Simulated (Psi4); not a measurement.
# H3O+ (oxonium): a chain of runs, part 2 of 2

Psi4 1.11.

### Step 3. The harmonic vibrations at CAM-B3LYP/6-311G(d,p) (density fitting) (run 2)

h3o.dat reads:

```
memory 1600 mb

molecule {
  1 1
  O      0.179088    -0.055808    -0.051921
  H      0.236110     0.919568     0.010651
  H     -0.395911    -0.375490    -0.776973
  H      0.023571    -0.501539     0.805788
  units angstrom
}

set {
  t 298.15
  rotational_symmetry_number 3
}

energy_value, wavefunction = freq('cam-b3lyp/6-311G**', return_wfn=True)
```

The run is started by

```console
$ psi4 h3o.dat h3o.out -n 1
```

h3o.out, shortened:

```text
[...]
  Running in c1 symmetry.
[...]
  Nuclear repulsion =   13.938799622561531
[...]
  Multiplicity = 1
[...]
  Nalpha       = 5
  Nbeta        = 5
[...]
    Number of basis functions: 36
[...]
   @DF-RKS iter   1:   -76.64237585262197    1.41903e-01   1.17334e-02 ADIIS/DIIS
[...]
   @DF-RKS iter   9:   -76.70040644942721   -4.40536e-13   1.21181e-09 DIIS
[...]
    Orbital Energies [Eh]
    ---------------------
    Doubly Occupied:
       1A    -19.626981     2A     -1.531140     3A     -1.013105
       4A     -1.013008     5A     -0.810784
[...]
  @DF-RKS Final Energy:   -76.70040644942721
   => Energetics <=
    Nuclear Repulsion Energy =             13.9531800717652779
    One-Electron Energy =                -128.6090044941167037
    Two-Electron Energy =                  44.8411463846084146
    DFT Exchange-Correlation Energy =      -6.8857284116841884
    Empirical Dispersion Energy =           0.0000000000000000
    VV10 Nonlocal Energy =                  0.0000000000000000
    Total Energy =                        -76.7004064494272058
[...]
  -Total Gradient:
     Atom            X                  Y                   Z
    ------   -----------------  -----------------  -----------------
       1       -0.000772223717    -0.000879643108     0.000364175264
       2       -0.000003373336    -0.000002806430    -0.000021618497
       3        0.000671887909     0.000305095049     0.001070404041
       4        0.000104187972     0.000569473219    -0.001413311854
[...]
  ==> Harmonic Vibrational Analysis <==
[...]
  Freq [cm^-1]                 741.6158           1671.3311           1671.3380
[...]
  IR activ [km/mol]            549.1753            123.5787            123.5840
[...]
  Freq [cm^-1]                3612.2789           3704.2488           3704.2788
[...]
  IR activ [km/mol]            42.0428             510.5174            510.5098
[...]
  Total E_0, Enthalpy at 0 [K]                                                          -76.66599876 [Eh]
[...]
  Total H, Enthalpy at  298.15 [K]                                                      -76.66212022 [Eh]
[...]
  Total G, Gibbs energy at  298.15 [K]                                                  -76.68410423 [Eh]
[...]
```

Wall time 30 s (1 thread of Intel Xeon 6975P-C (Granite Rapids), shared host); peak memory 0.34 GiB.

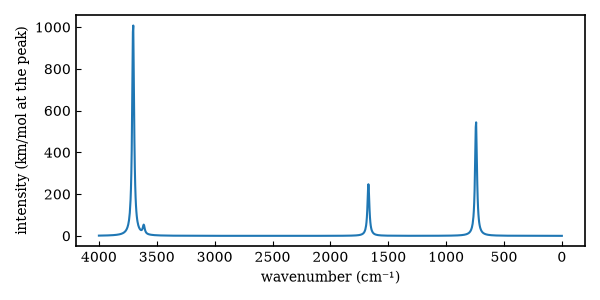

Harmonic infrared spectrum, unscaled, lines broadened by 10 cm⁻¹.

### Step 4. The energy at MP2/def2-TZVPP (density fitting, density fitting for correlation) (run 3)

calc.inp reads:

```
memory 1.6 GB

molecule system {
  1 1
  O      0.179088    -0.055808    -0.051921
  H      0.236110     0.919568     0.010651
  H     -0.395911    -0.375490    -0.776973
  H      0.023571    -0.501539     0.805788
  units angstrom
}

set basis def2-TZVPP
set reference rhf
set num_frozen_docc 1

e_tot, wfn = energy("mp2", return_wfn=True)
```

The run is started by

```console
$ psi4 -i calc.inp -o calc.out -n 1
```

calc.out, shortened:

```text
[...]
  Running in c1 symmetry.
[...]
  Nuclear repulsion =   13.938799622561531
[...]
  Multiplicity = 1
[...]
  Nalpha       = 5
  Nbeta        = 5
[...]
    Number of basis functions: 73
[...]
   @DF-RHF iter   1:   -76.30303916964100    2.48175e-02   3.97489e-03 ADIIS/DIIS
[...]
   @DF-RHF iter   9:   -76.34297745318976   -2.38742e-12   4.43001e-09 DIIS
[...]
    Orbital Energies [Eh]
    ---------------------
    Doubly Occupied:
       1A    -20.996796     2A     -1.794789     3A     -1.134250
       4A     -1.134247     5A     -0.947861
[...]
  @DF-RHF Final Energy:   -76.34297745318976
   => Energetics <=
    Nuclear Repulsion Energy =             13.9387996225615307
    One-Electron Energy =                -128.5476681817896178
    Two-Electron Energy =                  38.2658911060383247
    Total Energy =                        -76.3429774531897607
[...]
 Multipole Moments:
 ------------------------------------------------------------------------------------
     Multipole            Electronic (a.u.)      Nuclear  (a.u.)        Total (a.u.)
 ------------------------------------------------------------------------------------
 L = 1.  Multiply by 2.5417464519 to convert [e a0] to [Debye]
 Dipole X            :         -0.0067522           -0.5308341           -0.5375862
 Dipole Y            :          0.0021038            0.1654885            0.1675923
 Dipole Z            :          0.0019564            0.1538755            0.1558319
 Magnitude           :                                                    0.5842685
[...]
```

It took 1.5 s on 1 thread of Intel Xeon 6975P-C (Granite Rapids), shared host; peak memory 0.22 GiB.

### Step 5. What came out

This closing draws on all 2 parts.

```
                                                                            quantity             value
                                  run 1, CAM-B3LYP/6-311G**: total energy at the end      -76.70041 Eh
                                              run 1, CAM-B3LYP/6-311G**: HOMO energy         -22.05 eV
                                              run 1, CAM-B3LYP/6-311G**: LUMO energy          -6.19 eV
                                            run 1, CAM-B3LYP/6-311G**: HOMO–LUMO gap          15.86 eV
                               run 2, CAM-B3LYP/6-311G**: lowest harmonic wavenumber          742 cm⁻¹
                              run 2, CAM-B3LYP/6-311G**: highest harmonic wavenumber         3704 cm⁻¹
                                        run 2, CAM-B3LYP/6-311G**: zero-point energy       90.3 kJ/mol
run 2, CAM-B3LYP/6-311G**: ideal-gas entropy at 298.15 K (symmetry number 3 as used)  46.3 cal/(mol K)
                                                 run 3, MP2/def2-TZVPP: total energy      -76.59802 Eh
                          run 3, MP2/def2-TZVPP: HOMO energy (Hartree–Fock orbitals)         -25.79 eV
                          run 3, MP2/def2-TZVPP: LUMO energy (Hartree–Fock orbitals)          -4.10 eV
                        run 3, MP2/def2-TZVPP: HOMO–LUMO gap (Hartree–Fock orbitals)          21.69 eV
                   run 3, MP2/def2-TZVPP: correlation energy (1 core orbital frozen)        -255.0 mEh
```

What this shows: The optimisation (run 1, CAM-B3LYP/6-311G**) took 5 steps and changed the energy by -0.001 eV. All 6 modes (run 2, CAM-B3LYP/6-311G**) are real, so the shape is a minimum at this level.
